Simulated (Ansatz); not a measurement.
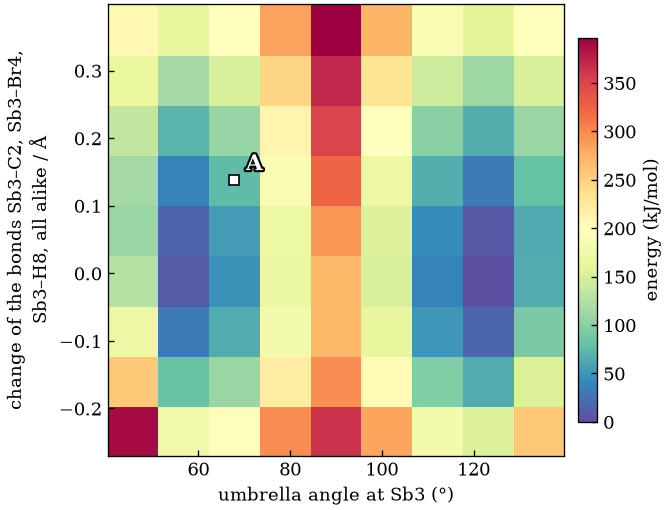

C₂H₄BrSb, SMILES C=[CH][SbH][Br]. Coordinates scanned: (1) umbrella angle at Sb3 (between each of its bonds and their common axis; 90 is planar); (2) change of the bonds Sb3–C2, Sb3–Br4, Sb3–H8, all alike. Nothing is relaxed (all other coordinates rigid). Grid: 9 × 9 points. Points are written as (first, second). All energies are given in kJ/mol relative to the lowest grid point. Energies and slopes of some neighbouring points disagree (a jump in structure or state, or too coarse a mesh). Method: RKS PBE0-D4/def2-TZVP in Ansatz.

In the figure: one coloured cell a grid point, the point A.

Q: Which way does the force act at A, and how strong is it?

A: A, at (67.8°, 0.138 Å), is not a stationary point. The computed force is 7 kJ/mol for each degree towards smaller values of the first coordinate and 380 kJ/mol for each Å towards smaller values of the second coordinate.
